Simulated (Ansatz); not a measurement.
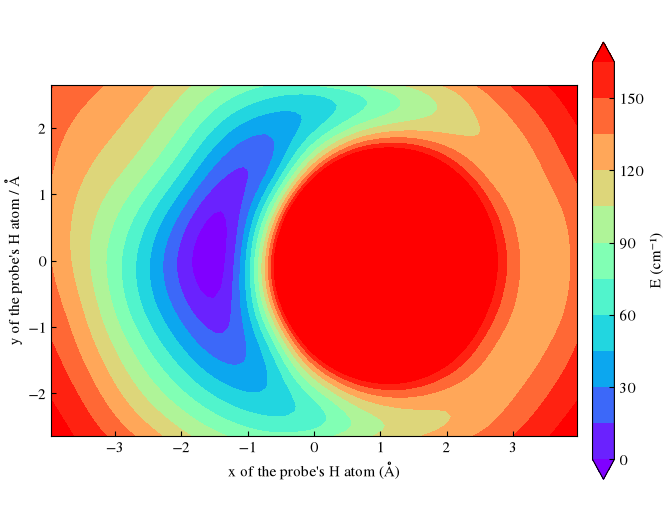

Energy landscape of FH₃SSi₂ (SMILES F[SiH]1[SiH2]S1) with the probe H. 
- The probe is moved over a plane parallel to the molecule's main plane, 3.68 Å above it.
- The first coordinate is: x of the probe's H atom; the second: y of the probe's H atom.
- Nothing is relaxed (molecule and probe rigid).
- Grid: 13 × 9 points.
- Energies are in cm⁻¹, from the lowest grid point.
- Method: UKS PBE0-D4/def2-SVP in Ansatz 0.2.0.

The picture shows filled contours, one colour for all values above the top of the scale. Between grid points the surface is interpolated. 

Q: What does the map say about the system?

A: The lowest grid point is at x of the probe's H atom = −1.32 Å, y of the probe's H atom = 0.66 Å [nearest 1 H at 2.97 Å]. The bottom of the well lies between grid points, at about x of the probe's H atom = −1.55 Å, y of the probe's H atom = 0.08 Å, about 9.2 cm⁻¹ lower on the interpolated surface. The highest grid point, x of the probe's H atom = 0.66 Å, y of the probe's H atom = 0.00 Å [nearest 1 H at 1.73 Å], lies 614 cm⁻¹ above the lowest. Near the minimum the curvatures are about 0.0057 and 0.032 eV/Å² along the soft and the stiff direction.

Grid values (cm⁻¹):

| y of the probe's H atom ↓, x of the probe's H atom → | −3.96 | −3.30 | −2.64 | −1.98 | −1.32 | −0.66 | 0.00 | 0.66 | 1.32 | 1.98 | 2.64 | 3.30 | 3.96 |
| --- | --- | --- | --- | --- | --- | --- | --- | --- | --- | --- | --- | --- | --- |
| 2.64 | 151 | 137 | 125 | 109 | 88 | 74 | 75 | 88 | 104 | 121 | 141 | 159 | 175 |
| 1.98 | 142 | 126 | 112 | 86 | 49 | 33 | 57 | 98 | 116 | 116 | 122 | 141 | 164 |
| 1.32 | 136 | 116 | 95 | 57 | 16 | 35 | 147 | 260 | 260 | 184 | 130 | 129 | 152 |
| 0.66 | 132 | 105 | 71 | 24 | 0 | 94 | 337 | 518 | 468 | 298 | 163 | 126 | 143 |
| 0.00 | 135 | 100 | 57 | 9 | 1 | 142 | 442 | 614 | 521 | 338 | 182 | 127 | 140 |
| −0.66 | 142 | 107 | 63 | 19 | 8 | 116 | 353 | 493 | 428 | 287 | 166 | 126 | 143 |
| −1.32 | 152 | 121 | 83 | 45 | 21 | 61 | 184 | 284 | 273 | 197 | 137 | 129 | 151 |
| −1.98 | 163 | 138 | 106 | 76 | 50 | 47 | 83 | 130 | 144 | 132 | 127 | 141 | 162 |
| −2.64 | 173 | 155 | 133 | 109 | 90 | 79 | 83 | 99 | 114 | 126 | 140 | 158 | 174 |

The input of one point:

```yaml
crystal:
  periodic: [false, false, false]
  atoms:
    - { symbol: F, position_ang: [1.8814, 0.065734, -0.331611] }
    - { symbol: Si, position_ang: [0.540307, 0.062402, 0.583244] }
    - { symbol: Si, position_ang: [-1.354749, 1.021914, -0.139959] }
    - { symbol: S, position_ang: [-1.066958, -1.15005, -0.111674] }
    - { symbol: H, position_ang: [0.981277, -0.139686, 1.983463] }
    - { symbol: H, position_ang: [-1.45927, 1.611457, -1.502435] }
    - { symbol: H, position_ang: [-2.427916, 1.516748, 0.766378] }
    - { symbol: H, position_ang: [-1.32, 0.66, 3.68] }
magnetization:
  spin_polarized: true
  initial_magnetization: 1
basis:
  gaussian: { orbitals: def2-SVP }
hamiltonian:
  xc: pbe0
  dispersion: d4
output:
  forces: true
```

Time for the 117 points that were run: 14 min on 1 thread of Arm Neoverse V1, with other jobs on the host.
